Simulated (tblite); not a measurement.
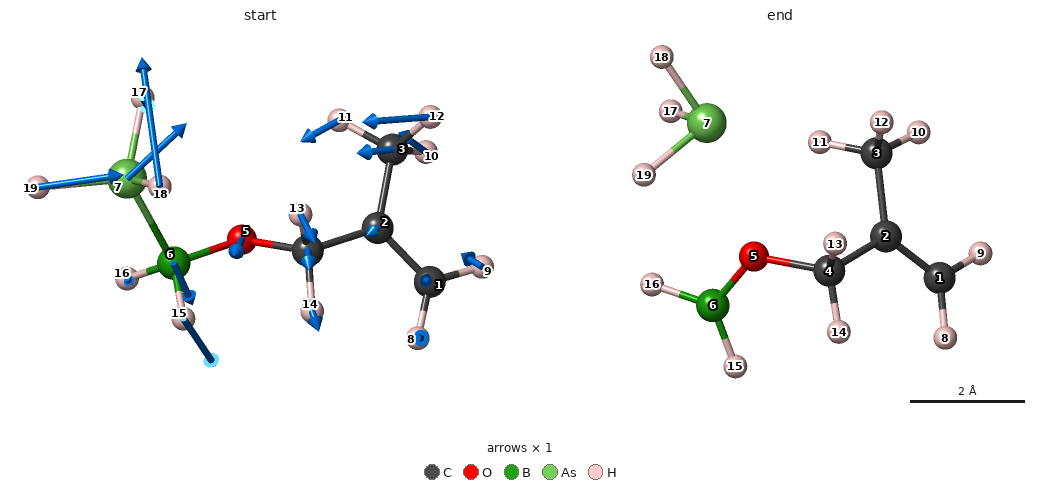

The structure of C4H12AsBO before (left) and after (right) a relaxation, at one scale. The blue arrows give the displacements, at their true length.

Style: ball-and-stick. Shown at a tilt.

Level of theory: GFN2-xTB geometry optimisation, gas phase (tblite 0.8.0). 

> Describe what moved and what it gained.

The largest move after the best rigid fit is that of H18, 2.42 Å. By element the largest moves are H 2.42 Å, As 1.45 Å, B 1.06 Å, O 0.82 Å, C 0.77 Å. Near-neighbour distances that change, for instance: B6–As7 2.044 → 3.776 Å, O5–As7 2.948 → 2.807 Å, O5–B6 1.461 → 1.322 Å, As7–H19 1.583 → 1.487 Å. Bonds break: B6–As7 (2.04 → 3.78 Å). Among the angles between lasting bonds that change: H17–As7–H18 110.6° → 89.2°, H18–As7–H19 107.4° → 89.3°, H17–As7–H19 106.5° → 90.2°. Groups turn about C4–O5 by about 80°, C2–C3 by about 35°. After 203 geometry steps the energy has fallen by 202.5 kJ/mol. Cost: 2.9 s on 1 thread of Intel(R) Xeon(R) Processor @ 2.70GHz (shared host).
